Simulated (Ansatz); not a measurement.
**Nudged elastic band of SnNH$_{5}$S**

SnNH$_{5}$S, computed with RKS PBE0-D4/def2-SVP (Ansatz 0.2.0).

It belongs to a series of runs on one base structure; here: band between the two ends.

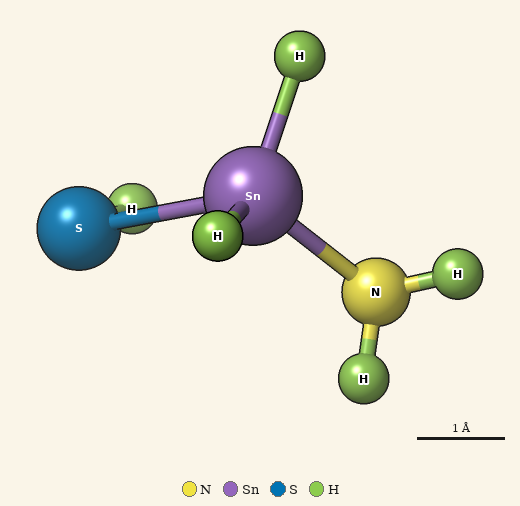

Fig. 1: The input geometry (ball-and-stick view, seen at a tilt). Sticks mark near contacts. Bond lengths as drawn: H–N 1.02 Å, H–S 1.35 Å, H–Sn 1.71 to 1.72 Å, N–Sn 2.04 Å and S–Sn 2.42 Å.

Input file:
```yaml
crystal:
  periodic: [false, false, false]
  atoms:
    - { symbol: "N", position_ang: [-1.129845, 0.397575, -0.776228] }
    - { symbol: Sn, position_ang: [0.543796, 0.358755, 0.38962] }
    - { symbol: S, position_ang: [1.224595, -1.961503, 0.431309] }
    - { symbol: H, position_ang: [-1.638828, 1.278586, -0.727065] }
    - { symbol: H, position_ang: [-0.944217, 0.199189, -1.757563] }
    - { symbol: H, position_ang: [0.049849, 0.923174, 1.929503] }
    - { symbol: H, position_ang: [1.91742, 1.196232, -0.214042] }
    - { symbol: H, position_ang: [-0.02277, -2.392019, 0.724465] }
basis:
  gaussian: { orbitals: def2-SVP }
hamiltonian:
  xc: pbe0
  dispersion: d4
neb:
  order_check: false
  images: 7
  f_tol: 0.05
  max_iterations: 60
  initial_path: idpp
  spring: 20.0
  final_atoms:
    - { symbol: "N", position_ang: [-0.96124824, 0.38054653, -0.97746431] }
    - { symbol: Sn, position_ang: [0.51249955, 0.35939594, 0.4305699] }
    - { symbol: S, position_ang: [0.55129093, -1.90799064, 1.27269222] }
    - { symbol: H, position_ang: [-1.90020774, 0.30388448, -0.59124698] }
    - { symbol: H, position_ang: [-0.93741193, 1.1996825, -1.58221739] }
    - { symbol: H, position_ang: [0.25501477, 1.33057715, 1.82436257] }
    - { symbol: H, position_ang: [1.94903268, 0.77222547, -0.40571149] }
    - { symbol: H, position_ang: [0.53102998, -2.43833241, 0.02901448] }
```

Run as:
```bash
ansatz run input.yaml --threads 1 --pin off --max-ram 2048MiB --backend cpu --events-out ev --progress --plain --runs-dir out
```

The program's output:
```
Engine: ansatz 0.2.0, aarch64-unknown-linux-gnu
Functional definition: PBE0
  parameter a = 0.25
  parameter kappa = 0.804
  parameter beta = 0.06672455060314922
  exchange = (1 - a)*pbe_x(kappa = kappa, mu = beta*pi^2/3) + a*exact_x
  correlation = pbe_c(beta = beta)
971 factors; integrals over basis functions are off by at most 3.4e-4 eV
mean field evaluation 1: about -18222.7537 eV, gradient 5.2e1 eV
mean field evaluation 2: about -18207.8298 eV, gradient 8.9e1 eV
mean field evaluation 4: about -18228.3993 eV, gradient 4.0e0 eV
mean field evaluation 8: about -18228.4724 eV, gradient 5.3e-2 eV
mean field -18228.47243007 eV, -669.8840061026 hartree, gradient 1.8e-5 eV, S^2 0.000000; 0 other end points of the search recorded, 0 dependent functions left out
the calculation of the forces begins
reference -18228.47245915 eV, -669.8840071714 hartree; 25, 25 occupied and 58, 58 virtual orbitals, 971 factors
971 factors; integrals over basis functions are off by at most 6.2e-4 eV
mean field evaluation 16: about -18222.7553 eV, gradient 5.2e1 eV
mean field -18228.47256998 eV, -669.8840112443 hartree, gradient 1.8e-5 eV, S^2 0.000000; 0 other end points of the search recorded, 0 dependent functions left out
[... from here on the field's lines of each further geometry are left out, up to the last ...]
NEB iter   1: max|band force component| = 1.303e0 eV/Å  barrier→ = 0.1360 eV  barrier← = 0.1361 eV  Δτ_max = 0.1974 Å  (225 SCF iters)
NEB iter   2: max|band force component| = 5.854e-1 eV/Å  barrier→ = 0.0827 eV  barrier← = 0.0828 eV  Δτ_max = 0.1096 Å  (194 SCF iters)
NEB iter   3: max|band force component| = 2.197e-1 eV/Å  barrier→ = 0.0336 eV  barrier← = 0.0337 eV  CI = image 4  Δτ_max = 0.0697 Å  (196 SCF iters)
NEB iter   4: max|band force component| = 9.009e-2 eV/Å  barrier→ = 0.0206 eV  barrier← = 0.0207 eV  CI = image 4  Δτ_max = 0.0127 Å  (203 SCF iters)
NEB iter   5: max|band force component| = 6.394e-2 eV/Å  barrier→ = 0.0202 eV  barrier← = 0.0203 eV  CI = image 4  Δτ_max = 0.0492 Å  (167 SCF iters)
the calculation of the forces begins
reference -18228.46924650 eV, -669.8838891086 hartree; 25, 25 occupied and 58, 58 virtual orbitals, 971 factors
971 factors; integrals over basis functions are off by at most 3.6e-4 eV
mean field evaluation 480: about -18207.7659 eV, gradient 8.9e1 eV
mean field -18228.45163902 eV, -669.8832420456 hartree, gradient 1.4e-5 eV, S^2 0.000000; 1 other end points of the search recorded, 0 dependent functions left out
the calculation of the forces begins
reference -18228.45166750 eV, -669.8832430925 hartree; 25, 25 occupied and 58, 58 virtual orbitals, 971 factors
NEB iter   6: max|band force component| = 4.658e-2 eV/Å  barrier→ = 0.0200 eV  barrier← = 0.0201 eV  CI = image 4  Δτ_max = 0.0000 Å  (373 SCF iters)
```

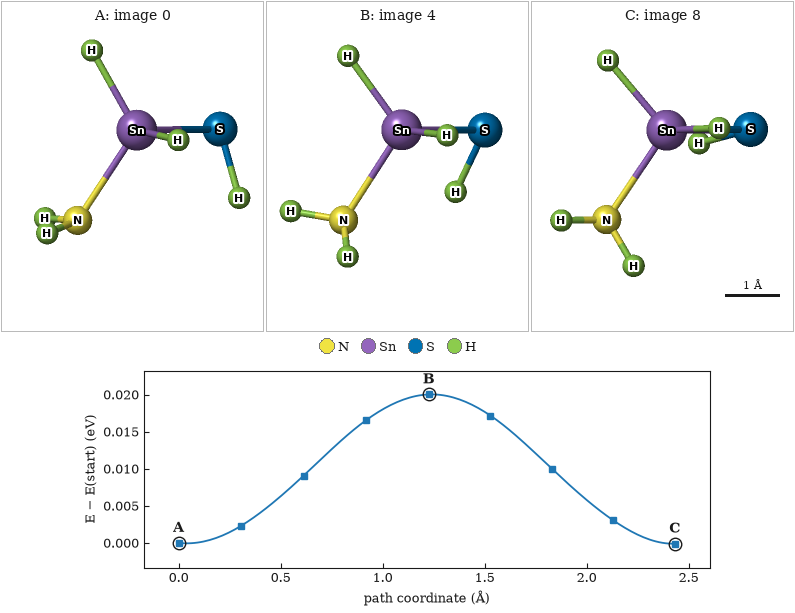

Fig. 2: Images of the last band (counted from 0; ball-and-stick, seen at a tilt) above the energy along the path; the line is a cubic interpolation that uses the forces. The highest image is number 4, 0.020 eV above the start and 0.020 eV above the end (the climbing image); start and end have the same energy. The path is 2.43 Å long. The band converged in 6 iterations.

```
Total energy: -18228.59126332 eV, -669.8883731441 hartree
Atom 0 at    -1.055302     0.269748    -0.773108 Å, force    -0.005429    -0.003569    -0.003199 eV/Å
Atom 1 at     0.627563     0.366227     0.374004 Å, force     0.002489     0.004647     0.001587 eV/Å
Atom 2 at     0.996165    -1.945593     1.007025 Å, force    -0.000063    -0.000953    -0.001212 eV/Å
Atom 3 at    -1.841536     0.795699    -0.398508 Å, force    -0.000574     0.002379     0.002503 eV/Å
Atom 4 at    -0.915012     0.557478    -1.738835 Å, force     0.002613     0.001293    -0.002027 eV/Å
Atom 5 at     0.341641     1.315342     1.772798 Å, force    -0.000263    -0.001109     0.000109 eV/Å
Atom 6 at     1.954789     0.933937    -0.551036 Å, force     0.000054    -0.001211     0.000198 eV/Å
Atom 7 at    -0.108309    -2.292850     0.307659 Å, force     0.001173    -0.001475     0.002040 eV/Å
Dipole moment:    -0.227150     0.500161    -0.241402 e Å
this run last wrote the band of iteration 6 to [file]
```

The last band as extended XYZ (Å, eV, eV/Å):
```
8
Properties=species:S:1:pos:R:3:forces:R:3 image=0 energy=-18228.61126
N    -1.1298    0.3976   -0.7762    0.0125   0.0081   0.0147
Sn    0.5438    0.3588    0.3896   -0.0039  -0.0058  -0.0112
S     1.2246   -1.9615    0.4313    0.0009  -0.0060   0.0038
H    -1.6388    1.2786   -0.7271   -0.0058  -0.0018  -0.0023
H    -0.9442    0.1992   -1.7576   -0.0010   0.0010  -0.0005
H     0.0498    0.9232    1.9295   -0.0041   0.0004  -0.0051
H     1.9174    1.1962   -0.2140   -0.0003   0.0019   0.0014
H    -0.0228   -2.3920    0.7245    0.0016   0.0023  -0.0009
8
Properties=species:S:1:pos:R:3:forces:R:3 image=1 energy=-18228.60894
N    -1.1039    0.3556   -0.7738   -0.0027   0.0042   0.0015
Sn    0.5741    0.3596    0.3819    0.0057  -0.0062  -0.0060
S     1.2061   -1.9705    0.5595   -0.0027   0.0018  -0.0041
H    -1.7093    1.1585   -0.6144    0.0036   0.0074  -0.0075
H    -0.9245    0.2886   -1.7735   -0.0047  -0.0081   0.0057
H     0.0968    1.0269    1.8861   -0.0028  -0.0063   0.0009
H     1.9461    1.1465   -0.2870   -0.0009   0.0035   0.0048
H    -0.0855   -2.3651    0.6210    0.0045   0.0036   0.0047
8
Properties=species:S:1:pos:R:3:forces:R:3 image=2 energy=-18228.60217
N    -1.0849    0.3137   -0.7644    0.0237  -0.0186   0.0430
Sn    0.5997    0.3647    0.3821   -0.0002  -0.0040  -0.0094
S     1.1580   -1.9704    0.7049   -0.0032  -0.0062  -0.0097
H    -1.7564    1.0403   -0.5273   -0.0074   0.0242  -0.0263
H    -0.9122    0.3505   -1.7661   -0.0170   0.0006  -0.0123
H     0.1668    1.1313    1.8525   -0.0061  -0.0062  -0.0007
H     1.9579    1.0957   -0.3702    0.0019   0.0053   0.0066
H    -0.1289   -2.3257    0.4885    0.0082   0.0050   0.0088
8
Properties=species:S:1:pos:R:3:forces:R:3 image=3 energy=-18228.59469
N    -1.0677    0.2810   -0.7646    0.0127  -0.0066   0.0236
Sn    0.6179    0.3667    0.3798   -0.0007   0.0028  -0.0080
S     1.0873   -1.9634    0.8549   -0.0032  -0.0084  -0.0061
H    -1.8020    0.9132   -0.4539    0.0001   0.0155  -0.0182
H    -0.9065    0.4429   -1.7560   -0.0137  -0.0026  -0.0026
H     0.2484    1.2290    1.8144   -0.0053  -0.0057   0.0004
H     1.9600    1.0259   -0.4603    0.0020   0.0041   0.0034
H    -0.1374   -2.2952    0.3856    0.0081   0.0010   0.0076
8
Properties=species:S:1:pos:R:3:forces:R:3 image=4 energy=-18228.59123
N    -1.0553    0.2697   -0.7731   -0.0054  -0.0036  -0.0032
Sn    0.6276    0.3662    0.3740    0.0025   0.0046   0.0016
S     0.9962   -1.9456    1.0070   -0.0001  -0.0010  -0.0012
H    -1.8415    0.7957   -0.3985   -0.0006   0.0024   0.0025
H    -0.9150    0.5575   -1.7388    0.0026   0.0013  -0.0020
H     0.3416    1.3153    1.7728   -0.0003  -0.0011   0.0001
H     1.9548    0.9339   -0.5510    0.0001  -0.0012   0.0002
H    -0.1083   -2.2929    0.3077    0.0012  -0.0015   0.0020
8
Properties=species:S:1:pos:R:3:forces:R:3 image=5 energy=-18228.59408
N    -1.0494    0.2756   -0.7898    0.0200  -0.0089   0.0052
Sn    0.6299    0.3639    0.3634   -0.0047   0.0040   0.0016
S     0.8906   -1.9167    1.1425   -0.0067  -0.0065   0.0012
H    -1.8726    0.6899   -0.3586   -0.0079  -0.0047  -0.0097
H    -0.9318    0.6881   -1.7125   -0.0112   0.0185   0.0019
H     0.4402    1.3845    1.7286    0.0035   0.0034  -0.0010
H     1.9457    0.8293   -0.6318   -0.0015  -0.0059  -0.0034
H    -0.0527   -2.3145    0.2582    0.0084   0.0002   0.0041
8
Properties=species:S:1:pos:R:3:forces:R:3 image=6 energy=-18228.60124
N    -1.0492    0.3016   -0.8129    0.0472  -0.0255   0.0158
Sn    0.6262    0.3590    0.3468   -0.0080  -0.0012   0.0037
S     0.7799   -1.8808    1.2574   -0.0108  -0.0053   0.0023
H    -1.8979    0.5992   -0.3377   -0.0190   0.0014  -0.0143
H    -0.9608    0.8329   -1.6760   -0.0243   0.0296  -0.0041
H     0.5328    1.4327    1.6822    0.0068   0.0039  -0.0024
H     1.9369    0.7168   -0.6980   -0.0035  -0.0067  -0.0043
H     0.0322   -2.3615    0.2381    0.0115   0.0038   0.0032
8
Properties=species:S:1:pos:R:3:forces:R:3 image=7 energy=-18228.60821
N    -1.0579    0.3405   -0.8352    0.0071  -0.0007  -0.0034
Sn    0.6164    0.3505    0.3257   -0.0039  -0.0045   0.0094
S     0.6659   -1.8422    1.3512   -0.0053   0.0029  -0.0007
H    -1.9196    0.5404   -0.3319   -0.0001  -0.0082  -0.0060
H    -1.0028    0.9708   -1.6328   -0.0083   0.0119   0.0049
H     0.6134    1.4622    1.6343    0.0050   0.0025  -0.0034
H     1.9256    0.5999   -0.7513   -0.0014  -0.0070  -0.0017
H     0.1590   -2.4219    0.2400    0.0070   0.0032   0.0010
8
Properties=species:S:1:pos:R:3:forces:R:3 image=8 energy=-18228.61136
N    -1.0036    0.3748   -0.9363   -0.0086   0.0010  -0.0008
Sn    0.5665    0.3524    0.3634    0.0006   0.0005   0.0060
S     0.5139   -1.8409    1.3824   -0.0007  -0.0045  -0.0141
H    -1.9140    0.3972   -0.4810    0.0056  -0.0018  -0.0007
H    -0.9694    1.1415   -1.6058    0.0017   0.0010  -0.0005
H     0.4807    1.4433    1.6881   -0.0009  -0.0001  -0.0008
H     1.9612    0.5933   -0.6011    0.0009  -0.0017  -0.0015
H     0.3646   -2.4615    0.1903    0.0014   0.0057   0.0124
```

Key numbers:

```tsv
quantity	value
outcome	converged
barrier, forward	0.020 eV
barrier, backward	0.020 eV
hardware	1 thread of Arm Neoverse V1, 24 GiB of memory available, shared host
wall time	3 min
peak memory	0.17 GiB
```

The order of the saddle point was not checked.
